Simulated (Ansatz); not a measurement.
**TiRh (Pm-3m): cell relaxations under several functionals from a Python script**

The task is cell relaxations under several functionals, for TiRh (Pm-3m).

Program: the Python package of Ansatz 0.2.0. The levels of theory stand in the script. These are calculated values, not measurements.

### Step 1. Starting point

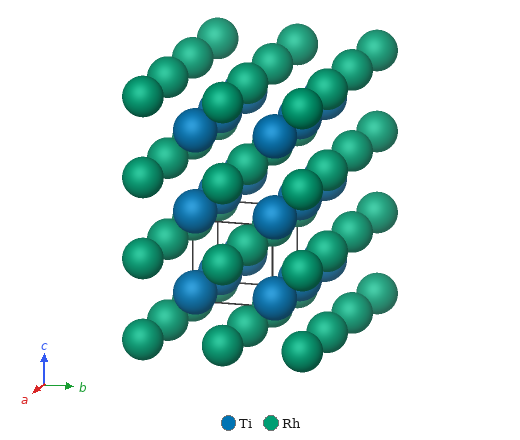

The starting structure, viewed slightly off an axis; titanium blue, rhodium teal. 3×2×3 cells are drawn. Atoms on cell faces are repeated.

No structure file is read: the coordinates are typed or built in the script.

### Step 2. The script

lattice.py reads:

```python
"""Relaxed cell of TiRh under several functionals."""

import warnings

import ansatz as az
from ase import Atoms
import numpy as np

def edges_and_angles(cell):
    cell = np.asarray(cell)
    a, b, c = np.linalg.norm(cell, axis=1)
    cosines = cell[1] @ cell[2] / (b * c), cell[0] @ cell[2] / (a * c), cell[0] @ cell[1] / (a * b)
    return (a, b, c, *np.degrees(np.arccos(cosines)))


def main() -> None:
    warnings.simplefilter("ignore", az.DeckWarning)

    atoms = Atoms(
        ["Ti", "Rh"],
        scaled_positions=[
            (0.5, 0.5, 0.5),
            (0.0, 0.0, 0.0),
        ],
        cell=[
            (3.115202, 0.0, 0.0),
            (0.0, 3.115202, 0.0),
            (0.0, 0.0, 3.115202),
        ],
        pbc=True,
    )
    system = az.Crystal.from_ase(atoms)

    model = (
        system.calculation()
        .kpoints(spacing=0.22)
        .occupations(az.OccupationsMethod.FERMI_DIRAC)
        .relax(cell=True, force_tolerance=0.05)
    )

    levels = [("pbesol", "d3bj"), ("pbesol", "none"), ("lda", "none")]
    print("level            a       b       c    alpha   beta  gamma  V/atom  steps")
    for name, dispersion in levels:
        seen = []
        run = model.functional(name, dispersion=dispersion).session().plan()
        done = run.execute(on_event=lambda e: seen.append(e) if e["event"] == "relax_step" else None)
        cell = done.lattice.cell_ang
        label = name if dispersion == "none" else f"{name}+{dispersion}"
        print("{:13s} {:7.4f} {:7.4f} {:7.4f} {:6.2f} {:6.2f} {:6.2f}".format(label, *edges_and_angles(cell)), f"{abs(np.linalg.det(cell)) / len(done.lattice.sites):7.3f} {len(seen):5d}")


if __name__ == "__main__":
    main()
```

### Step 3. What the engine is handed

The engine receives this input (first run):

```yaml
crystal:
  lattice:
    - [3.115202, 0.0, 0.0]
    - [0.0, 3.115202, 0.0]
    - [0.0, 0.0, 3.115202]
  atoms:
    - { symbol: Ti, position: [0.5, 0.5, 0.5] }
    - { symbol: Rh, position: [0.0, 0.0, 0.0] }
kpoints:
  mp_grid:
    kspacing: 0.22
hamiltonian:
  xc: pbesol
  dispersion: d3bj
scf:
  occupations:
    method: fermi_dirac
relax:
  f_tol: 0.05
  cell: {}
```

### Step 4. The run

Run with:

```bash
$ python lattice.py
```

Log:

```text
level            a       b       c    alpha   beta  gamma  V/atom  steps
pbesol+d3bj    3.0367  3.0367  3.0367  90.00  90.00  90.00  14.002     6
pbesol         3.0720  3.0720  3.0720  90.00  90.00  90.00  14.495     5
lda            3.0450  3.0450  3.0450  90.00  90.00  90.00  14.117     6
```

Run time: 26 s. Hardware: 1 thread of Arm Neoverse V2, shared host; peak memory 0.43 GiB.

### Step 5. What changed from run to run

The engine's inputs for the other runs:

Run 2, against run 1:

```diff
@@ -14 +14 @@
-  dispersion: d3bj
+  dispersion: none
```

Run 3, against run 1:

```diff
@@ -13,2 +13,2 @@
-  xc: pbesol
-  dispersion: d3bj
+  xc: lda
+  dispersion: none
```

### Step 6. The runs side by side

From the records of these 3 runs:

| run | functional | dispersion | energy (eV/atom) | final volume (Å³/atom) | pressure (GPa) | SCF cycles in all | CPU time (s) |
| --- | --- | --- | --- | --- | --- | --- | --- |
| 1 | pbesol | d3bj | -4407.7244 | 14.00 | 0.02 | 39 | 9.1 |
| 2 | pbesol | none | -4407.0697 | 14.50 | 0.00 | 30 | 7.4 |
| 3 | lda | none | -4365.2342 | 14.12 | -0.01 | 39 | 8.7 |

Energies are free energies F = E - TS of the smeared occupations. Totals under unlike functionals or potentials can't be compared directly.

### Step 7. How the relaxation of run 1 went

Relaxation path:

```csv
step,E - E(step 1) (eV/cell),largest force component (eV/Å),pressure (GPa),volume (Å³)
1,0.0000,0.0000,-14.47,30.23
2,0.0012,0.0000,19.07,26.03
3,-0.1066,0.0000,-2.02,28.26
4,-0.1083,0.0000,0.28,27.97
5,-0.1084,0.0000,0.00,28.00
6,-0.1076,0.0000,0.02,28.00
```

Step 1 is the start. Step 6 repeats the geometry before it on a plane-wave basis chosen anew for that cell, so its energy need not be comparable with the rows above. Step 2 was tried and not accepted.

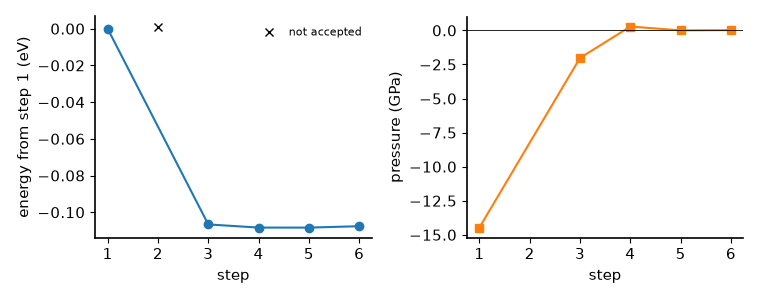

Energy and pressure along the relaxation.

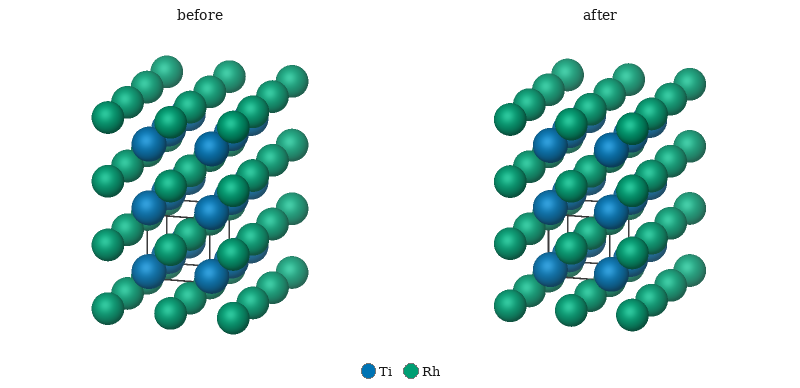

Before and after, at one scale. The change is too small to see at this scale.

|  | before | after | change |
| --- | --- | --- | --- |
| a (Å) | 3.115 | 3.037 | -2.5 % |
| b (Å) | 3.115 | 3.037 | -2.5 % |
| c (Å) | 3.115 | 3.037 | -2.5 % |
| volume (Å³/atom) | 15.12 | 14.00 | -7.4 % |
| shortest distance (Å) | 2.698 | 2.630 | -2.5 % |
| space group (0.01 Å) | Pm-3m | Pm-3m | same |

The run keeps the 48 symmetry operations of the start, so it could not have lowered the symmetry.

### Step 8. How the relaxation of run 3 went

The steps of the relaxation:

```
step  E - E(step 1) (eV/cell)  largest force component (eV/Å)  pressure (GPa)  volume (Å³)
   1                   0.0000                          0.0000          -12.99        30.23
   2                   0.0002                          0.0000           16.64        26.44
   3                  -0.0857                          0.0000           -1.61        28.44
   4                  -0.0869                          0.0000            0.20        28.21
   5                  -0.0869                          0.0000            0.00        28.23
   6                  -0.0862                          0.0000           -0.01        28.23
```

Step 1 is the start. Step 6 repeats the geometry before it on a plane-wave basis chosen anew for that cell, so its energy need not be comparable with the rows above. Step 2 was tried and not accepted.

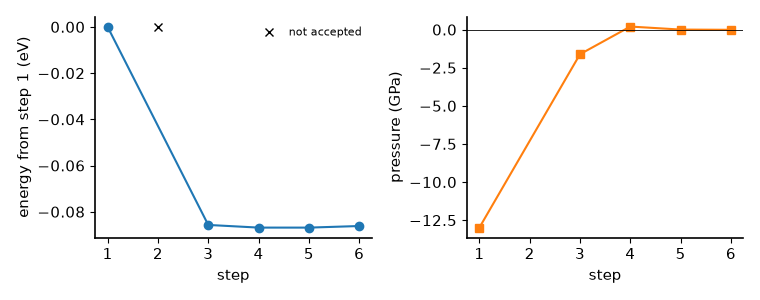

Energy and pressure along the relaxation.

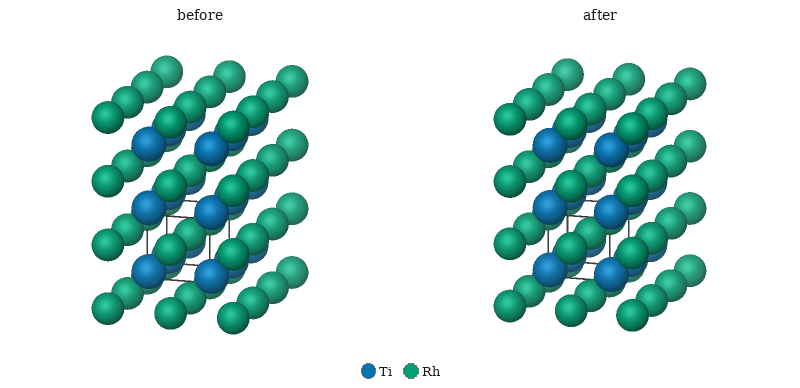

Before and after, at one scale. The change is too small to see at this scale.

|  | before | after | change |
| --- | --- | --- | --- |
| a (Å) | 3.115 | 3.045 | -2.3 % |
| b (Å) | 3.115 | 3.045 | -2.3 % |
| c (Å) | 3.115 | 3.045 | -2.3 % |
| volume (Å³/atom) | 15.12 | 14.12 | -6.6 % |
| shortest distance (Å) | 2.698 | 2.637 | -2.3 % |
| space group (0.01 Å) | Pm-3m | Pm-3m | same |

Forces and stress were held to the start's 48 operations: a distortion of lower symmetry was not tested.

### Step 9. Results

| quantity | value |
| --- | --- |
| runs compared | 3 |
| relaxed volume | 14.00 (pbesol d3bj) to 14.50 Å³/atom (pbesol) |

From smallest to largest: PBEsol+D3BJ (14.00 Å³ an atom, -7.4 % against the start), LDA (14.12 Å³ an atom, -6.6 % against the start) and PBEsol (14.50 Å³ an atom, -4.1 % against the start). The spread is 3.5 % in volume. In run 1, over 3 moves the cell shrank by 7.4 % in volume, and the space group stayed Pm-3m. In run 3, over 3 moves the cell shrank by 6.6 % in volume, and the space group stayed Pm-3m. Notes:
- Forces vanish by symmetry, so the ions can't move, and the end may be a saddle.
- For a metal this k-point mesh is coarse: on a finer one energies can move by several to tens of meV an atom and pressures by half a GPa or more, differences at one mesh by less.
- This cell is a computed structure, which may not be the phase found in nature.
